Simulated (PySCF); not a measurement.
SMILES F[Si](F)(F)[SiH2][SiH2]C (CH₇F₃Si₃) at its B3LYP/def2-SVP optimised geometry (Å):

```
14

Si     2.4170    -0.9043     0.0000
F      3.0099    -0.1948     1.3228
F      3.0004    -0.0856    -1.2628
F      3.0709    -2.3776    -0.0596
Si     0.0851    -0.9043     0.0000
Si    -0.7497     1.3061     0.0000
C     -2.6391     1.3368     0.0568
H     -0.3526    -1.6607     1.2116
H     -0.3546    -1.6564    -1.2137
H     -0.1708     2.0075     1.1846
H     -0.2425     1.9785    -1.2334
H     -3.0156     0.8470     0.9685
H     -3.0709     0.8217    -0.8156
H     -3.0012     2.3776     0.0532
```

Level of theory: B3LYP/def2-TZVP run with PySCF. Cells within 0.4 Å of a nucleus heavier than hydrogen are left out (blank, or x).

Map of the deformation density (molecule minus spherical neutral atoms) (e/bohr³) on the plane z = 0.0 Å:

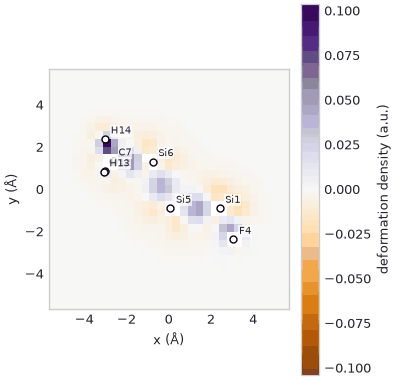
*Deformation density (molecule minus spherical neutral atoms) (e/bohr³) on the plane z = 0.0 Å.*
